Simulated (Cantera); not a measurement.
Charge: 1 mol B2O3, a varied amount of SiCl4, 3.6 mol O2, at 750 K and 77000 Pa.

These are equilibrium values from Cantera (NASA tables, ideal gas, pure condensed phases), not measurements of a reactor. Candidate condensed phases: B, B2O3, Si, SiO2; 27 gas species. Condensed phases not in the tables: borates and borosilicate glass, alloys, solid solutions and most ternary compounds. The numbers say what is thermodynamically allowed, not how fast it happens.

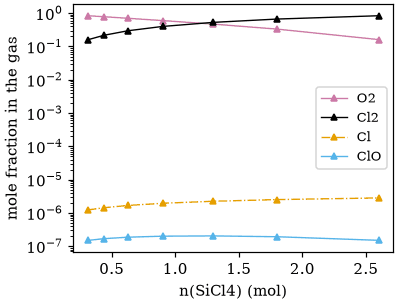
Figure: Equilibrium gas composition (values under 1e-9 drawn at 1e-9)

From 0.31 mol SiCl4 to 2.6 mol SiCl4 the condensed part is B2O3(l) + SiO2(α-quartz).
